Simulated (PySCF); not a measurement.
## C₂H₂BCl₃: one change and its effect

System: C₂H₂BCl₃.
Method of run 1: GIAO HF/pcSseg-2 NMR shielding, non-relativistic, gas phase (PySCF 2.14.0).

The geometry comes from this level: PBE0-D3(BJ)/def2-SVP. Text and figures count atoms from 1; the logs count them from 0 in places.

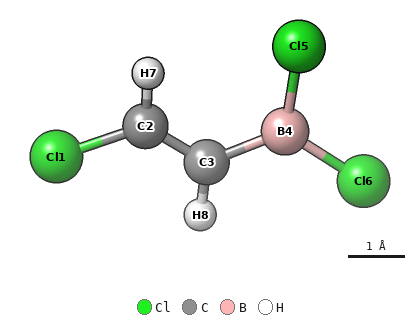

Figure 1. The structure as given in the input (ball-and-stick view, seen at a tilt; atoms are numbered from 1 in the order of the input). Bond lengths as drawn: B–C 1.54 Å, B–Cl 1.75 to 1.76 Å, C–C 1.34 Å, C–Cl 1.71 Å and C–H 1.09 Å.

### Input file, run 1
```
{"job": {"kind": "nmr", "xc": "HF", "basis": "pcSseg-2", "pop": false}, "charge": 0, "multiplicity": 1}
Cl     2.727741     0.260884    -0.742686
C      1.079288     0.494596    -0.346482
C      0.238236    -0.493085    -0.001430
B     -1.232524    -0.207378     0.344206
Cl    -1.889924     1.423317     0.338617
Cl    -2.304540    -1.529343     0.761880
H      0.765906     1.541802    -0.398444
H      0.615743    -1.519779     0.030507
```

The first line tells a small driver script what to run in PySCF; the rest is the geometry in Å.

Command:
```bash
OMP_NUM_THREADS=1 python <driver script> task.json out
```

Hardware: 1 CPU thread, shared host.

### Output (run 1)
```
final grid: 79608 points
cycle   1  E = -1480.1311758946  dE =  1.177e+00  |g| = 5.645e-01  |ddm| = 2.078e+00
cycle   2  E = -1480.2124423606  dE = -8.127e-02  |g| = 3.365e-01  |ddm| = 7.456e-01
cycle   3  E = -1480.2396193228  dE = -2.718e-02  |g| = 5.848e-02  |ddm| = 3.461e-01
cycle   4  E = -1480.2414660042  dE = -1.847e-03  |g| = 1.494e-02  |ddm| = 1.109e-01
cycle   5  E = -1480.2416020255  dE = -1.360e-04  |g| = 5.360e-03  |ddm| = 3.331e-02
cycle   6  E = -1480.2416221474  dE = -2.012e-05  |g| = 2.501e-03  |ddm| = 1.297e-02
cycle   7  E = -1480.2416260885  dE = -3.941e-06  |g| = 7.179e-04  |ddm| = 6.254e-03
cycle   8  E = -1480.2416264768  dE = -3.883e-07  |g| = 3.259e-04  |ddm| = 1.449e-03
cycle   9  E = -1480.2416265283  dE = -5.152e-08  |g| = 8.685e-05  |ddm| = 5.313e-04
cycle  10  E = -1480.2416265356  dE = -7.288e-09  |g| = 4.142e-05  |ddm| = 2.165e-04
cycle  11  E = -1480.2416265369  dE = -1.248e-09  |g| = 1.211e-05  |ddm| = 9.303e-05
cycle  12  E = -1480.2416265370  dE = -1.378e-10  |g| = 3.255e-06  |ddm| = 3.317e-05
converged SCF energy = -1480.2416265370

GIAO shielding tensors (ppm)
atom      isotropic    diamagn.    paramagn.     s11        s22        s33       span
  0 Cl     742.163    1145.544    -403.381    505.225    746.865    974.399    469.174
  1 C       20.185     248.147    -227.961   -117.733     40.822    137.466    255.200
  2 C       55.580     253.722    -198.142    -62.097     71.835    157.003    219.099
  3 B       59.277     190.926    -131.649     31.975     51.539     94.316     62.341
  4 Cl     821.592    1147.883    -326.291    570.758    927.249    966.768    396.010
  5 Cl     778.877    1146.730    -367.853    543.288    888.751    904.592    361.304
  6 H       23.742      30.217      -6.475     18.707     21.538     30.981     12.275
  7 H       25.240      30.978      -5.738     21.999     22.533     31.188      9.189
```

The input of run 2 differs as follows (lines with − go, lines with + come):
```diff
-"xc": "HF"
+"xc": "OPBE"
```

Predict how the results change.

The total energies belong to different methods, so their difference says nothing on which is more stable or more accurate. The HOMO goes from −10.65 to −7.08 eV. The LUMO goes from 1.17 to −3.22 eV. The dipole moment goes from 0.96 to 1.05 D. Of all shieldings, the largest change is that of Cl1, by −117.0 ppm. The method changes from HF to OPBE. Exact exchange removes part of the self-interaction error of semilocal functionals, which pushes filled and empty levels apart. The SCF takes 16 iterations against 12.

### Output (run 2)
```
coarse grid: 9376 points
cycle   1  E = -1482.8879093559  dE =  5.884e-01  |g| = 4.050e-01  |ddm| = 2.246e+00
cycle   2  E = -1482.8137266716  dE =  7.418e-02  |g| = 6.480e-01  |ddm| = 8.864e-01
cycle   3  E = -1482.9133939459  dE = -9.967e-02  |g| = 2.393e-01  |ddm| = 6.286e-01
cycle   4  E = -1482.9301589414  dE = -1.676e-02  |g| = 4.440e-02  |ddm| = 2.034e-01
cycle   5  E = -1482.9304960090  dE = -3.371e-04  |g| = 2.387e-02  |ddm| = 4.790e-02
cycle   6  E = -1482.9306383390  dE = -1.423e-04  |g| = 2.414e-03  |ddm| = 2.141e-02
cycle   7  E = -1482.9306392667  dE = -9.277e-07  |g| = 1.380e-03  |ddm| = 3.612e-03
final grid: 79608 points
cycle   8  E = -1482.9284464599  dE = -3.996e-04  |g| = 3.119e-02  |ddm| = 8.425e-02
cycle   9  E = -1482.9284540225  dE = -7.563e-06  |g| = 2.375e-02  |ddm| = 3.981e-02
cycle  10  E = -1482.9285280737  dE = -7.405e-05  |g| = 6.959e-03  |ddm| = 2.320e-02
cycle  11  E = -1482.9285411659  dE = -1.309e-05  |g| = 2.495e-03  |ddm| = 6.924e-03
cycle  12  E = -1482.9285427921  dE = -1.626e-06  |g| = 6.505e-04  |ddm| = 2.149e-03
cycle  13  E = -1482.9285428963  dE = -1.042e-07  |g| = 1.336e-04  |ddm| = 6.186e-04
cycle  14  E = -1482.9285428997  dE = -3.385e-09  |g| = 6.724e-05  |ddm| = 1.871e-04
cycle  15  E = -1482.9285429009  dE = -1.147e-09  |g| = 1.735e-05  |ddm| = 7.562e-05
cycle  16  E = -1482.9285429009  dE = -8.026e-11  |g| = 3.107e-06  |ddm| = 1.886e-05
converged SCF energy = -1482.9285429009

GIAO shielding tensors (ppm)
atom      isotropic    diamagn.    paramagn.     s11        s22        s33       span
  0 Cl     625.171    1146.154    -520.984    387.130    699.416    788.967    401.837
  1 C       21.594     252.887    -231.293    -78.079     23.282    119.579    197.657
  2 C       47.505     255.718    -208.212    -51.591     48.871    145.237    196.828
  3 B       49.485     194.461    -144.976     29.345     37.136     81.972     52.626
  4 Cl     724.152    1148.648    -424.496    451.674    790.858    929.924    478.250
  5 Cl     668.214    1147.212    -478.998    429.674    723.161    851.807    422.132
  6 H       23.291      30.562      -7.271     18.631     21.264     29.978     11.347
  7 H       24.486      30.526      -6.041     20.668     22.843     29.947      9.279
```

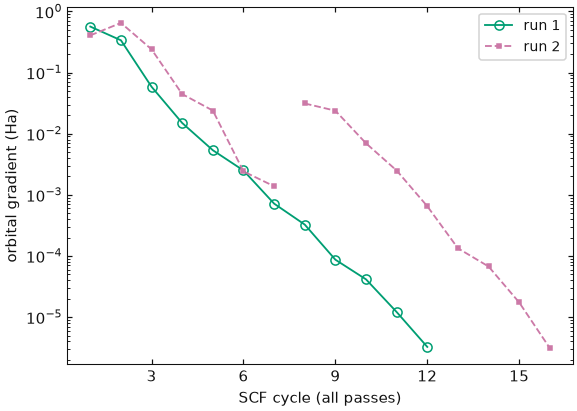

Figure 2. Convergence of the two runs: orbital gradient against the SCF cycle. A break in a curve parts two SCF passes (coarse and final grid). Run 1 takes 12 cycles in all, and run 2 takes 16.

### The two runs side by side

| quantity | run 1 | run 2 |
| --- | --- | --- |
| outcome | converged | converged |
| total energy (hartree) | −1480.241627 | −1482.928543 |
| HOMO (eV) | −10.65 | −7.08 |
| LUMO (eV) | 1.17 | −3.22 |
| dipole moment (D) | 0.96 | 1.05 |
| shielding of Cl1 (ppm) | 742.2 | 625.2 |
| shielding of C2 (ppm) | 20.2 | 21.6 |
| shielding of C3 (ppm) | 55.6 | 47.5 |
| shielding of B4 (ppm) | 59.3 | 49.5 |
| shielding of Cl5 (ppm) | 821.6 | 724.2 |
| shielding of Cl6 (ppm) | 778.9 | 668.2 |
| shielding of H8 (ppm) | 25.2 | 24.5 |
| SCF iterations | 12 | 16 |
| basis functions | 265 | 265 |
| wall time (shared host) | 39 s | 65 s |
